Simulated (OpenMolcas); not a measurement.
**One shape, several levels: singlet C2H6Al−**

Wanted: a comparison of 6 runs (HF/STO-3G, HF/def2-SVPD, B3LYP/6-31G*, PBE/def2-SVPD, SVWN5/def2-SVPD, revPBE/def2-SVPD) of singlet C2H6Al−. 

Program for the calculation: OpenMolcas 26.06.

## 1. The system as given

C2H6Al−: 9 atoms, total charge -1, spin state singlet. SMILES of the parent species: `[CH3][Al][CH3]`. The shape is that of a PBE0-D4/def2-TZVP optimisation. That shape belongs to the parent species and isn't relaxed for this state.

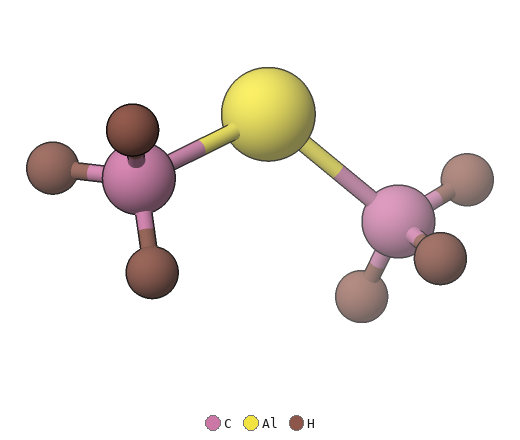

Viewed from a chosen angle; carbon pink, aluminium yellow, hydrogen brown.

## 2. A single-point energy at HF/STO-3G (run 1)

Contents of coord.xyz:

```xyz
9

C     -0.810700     1.130600    -0.941500
Al     0.731000     0.705500     0.211900
C      0.877300    -1.111400     0.957800
H     -1.467800     0.264500    -1.069000
H     -0.481900     1.460900    -1.931900
H     -1.401500     1.950000    -0.519700
H      0.915300    -1.838200     0.137400
H     -0.021800    -1.337900     1.543500
H      1.748700    -1.270300     1.594400
```

Contents of calc.input:

```
>>> EXPORT MOLCAS_PRINT=2

&GATEWAY
  BasLib=$CurrDir
  Coord=coord.xyz
  Basis=STO-3G
  Group=NoSym

&SEWARD

&SCF
  Charge=-1
  Thresholds=1e-10 1e-07 1e-07 1e-05
  PrOrbitals=0
```

The basis set STO-3G is read from a file made from the Basis Set Exchange's data (not shown).

Launch:

```
$ export MOLCAS_MEM=1860
$ pymolcas calc.input > calc.log
```

The program printed:

```text
--- Start Module: gateway ---
[...]
--- Stop Module: gateway /rc=_RC_ALL_IS_WELL_ ---
--- Start Module: seward ---
[...]
      Basis functions           25
--- Stop Module: seward /rc=_RC_ALL_IS_WELL_ ---
--- Start Module: scf ---
[...]
       Convergence after  12 Iterations
[...]
::    Total SCF energy                               -317.0250762949
[...]
      Total spin, S                                     0.0000000000
[...]
      Total electronic charge=   32.000000
      Total            charge=   -1.000000
[...]
      Dipole Moment (debye):
      Origin of the operator (angstrom)=    0.3473    0.3242    0.0993
                   X= -6.3265E-01               Y= -6.2698E-01               Z= -1.8625E-01           Total=  9.0997E-01
      Center of Charge (angstrom)
[...]
--- Stop Module: scf /rc=_RC_ALL_IS_WELL_ ---
[...]
```

Wall time 1.6 s (1 thread of Arm Neoverse V2, shared host); peak memory 0.37 GiB.

## 3. A single-point energy at HF/def2-SVPD (run 2)

Contents of job.inp:

```
>>> EXPORT MOLCAS_PRINT=2

&GATEWAY
 BasLib=$CurrDir
 Coord
 9
 angstrom
 C       -0.810700       1.130600      -0.941500
 Al       0.731000       0.705500       0.211900
 C        0.877300      -1.111400       0.957800
 H       -1.467800       0.264500      -1.069000
 H       -0.481900       1.460900      -1.931900
 H       -1.401500       1.950000      -0.519700
 H        0.915300      -1.838200       0.137400
 H       -0.021800      -1.337900       1.543500
 H        1.748700      -1.270300       1.594400
 Basis=def2-SVPD
 Group=NoSym

&SEWARD

&SCF
 Charge=-1
 Thresholds=1e-10 1e-07 1e-07 1e-05
 PrOrbitals=1
```

The basis set def2-SVPD is read from a file made from the Basis Set Exchange's data (not shown).

Launch:

```
$ export MOLCAS_MEM=1860
$ pymolcas job.inp > job.log
```

The program printed:

```text
--- Start Module: gateway ---
[...]
--- Stop Module: gateway /rc=_RC_ALL_IS_WELL_ ---
--- Start Module: seward ---
[...]
      Basis functions          112
--- Stop Module: seward /rc=_RC_ALL_IS_WELL_ ---
[...]
--- Start Module: scf ---
[...]
       Convergence after  17 Iterations
[...]
::    Total SCF energy                               -320.9660451632
[...]
      Total spin, S                                     0.0000000000
[...]
      Total electronic charge=   32.000000
      Total            charge=   -1.000000
[...]
      Dipole Moment (debye):
      Origin of the operator (angstrom)=    0.3473    0.3242    0.0993
                   X= -3.9306E+00               Y= -3.9286E+00               Z= -1.1440E+00           Total=  5.6739E+00
      Center of Charge (angstrom)
[...]
--- Stop Module: scf /rc=_RC_ALL_IS_WELL_ ---
[...]
```

Wall time 14 s (1 thread of Arm Neoverse V2, shared host); peak memory 0.67 GiB.

Runs 3 to 5 aren't shown in full; the table further down has their settings and results.

## 4. The energy at revPBE/def2-SVPD (run 6)

Contents of job.input:

```
&GATEWAY
 BasLib
 $CurrDir
 Coord
 9
 angstrom
 C       -0.810700       1.130600      -0.941500
 Al       0.731000       0.705500       0.211900
 C        0.877300      -1.111400       0.957800
 H       -1.467800       0.264500      -1.069000
 H       -0.481900       1.460900      -1.931900
 H       -1.401500       1.950000      -0.519700
 H        0.915300      -1.838200       0.137400
 H       -0.021800      -1.337900       1.543500
 H        1.748700      -1.270300       1.594400
 Basis
 def2-SVPD
 Group
 NoSym

&SEWARD
 GridInput
 Grid=UltraFine
 End of Grid

&SCF
 Charge
 -1
 KSDFT
 revPBE
 Thresholds
 1e-10 1e-07 1e-07 1e-05
 PrOrbitals
 1 1
```

The basis set def2-SVPD is read from a file made from the Basis Set Exchange's data (not shown).

Launch:

```
$ export MOLCAS_MEM=1860
$ pymolcas job.input > job.log
```

The program printed:

```text
--- Start Module: gateway ---
[...]
--- Stop Module: gateway /rc=_RC_ALL_IS_WELL_ ---
--- Start Module: seward ---
[...]
      Basis functions          112
--- Stop Module: seward /rc=_RC_ALL_IS_WELL_ ---
[...]
--- Start Module: scf ---
[...]
       Convergence after  17 Iterations
[...]
::    Total KS-DFT energy                            -322.0208280453
[...]
      Total spin, S                                     0.0000000000
[...]
      Total electronic charge=   32.000000
      Total            charge=   -1.000000
[...]
      Dipole Moment (debye):
      Origin of the operator (angstrom)=    0.3473    0.3242    0.0993
                   X= -3.2083E+00               Y= -3.2094E+00               Z= -9.3273E-01           Total=  4.6329E+00
      Center of Charge (angstrom)
[...]
--- Stop Module: scf /rc=_RC_ALL_IS_WELL_ ---
[...]
```

Wall time 53 s (1 thread of Arm Neoverse V2, shared host); peak memory 0.67 GiB.

## 5. The series

```
run                               level  Cartesian functions  integration grid  energy (Eh)  HOMO energy (eV)  LUMO energy (eV)  HOMO–LUMO gap (eV)  wall time
  1                           HF/STO-3G                   no                 –  -317.025076              6.32             18.17               11.84      1.6 s
  2                        HF/def2-SVPD                   no                 –  -320.966045             -0.33              5.90                6.23       14 s
  3  B3LYP/6-31G* (Cartesian functions)                  yes         UltraFine  -322.218876              2.18              4.34                2.16       20 s
  4                       PBE/def2-SVPD                   no         UltraFine  -321.840804              1.60              3.03                1.43       53 s
  5                     SVWN5/def2-SVPD                   no         UltraFine  -320.275536              1.51              2.87                1.36       36 s
  6                    revPBE/def2-SVPD                   no         UltraFine  -322.020828              1.65              3.11                1.46       53 s
```

## 6. What came out

| quantity | value |
| --- | --- |
| run 6: total energy | -322.02083 Eh |
| run 6: HOMO energy | 1.65 eV |
| run 6: LUMO energy | 3.11 eV |
| run 6: HOMO–LUMO gap (to an unbound level, set by the basis) | 1.46 eV |

What this shows: The HOMO–LUMO gap runs from 1.36 eV (SVWN5/def2-SVPD) to 11.84 eV (HF/STO-3G). The two ends differ in method and basis. The empty levels of an anion lie above zero and hang on the basis. Totals of different functionals can't be ranked against each other. In runs 1, 3, 4, 5, 6 the HOMO lies above zero, so the outermost electron may be held by the basis alone. In run 1 the basis is minimal, so the values are rough. All runs together took 3 min, the longest 53 s.
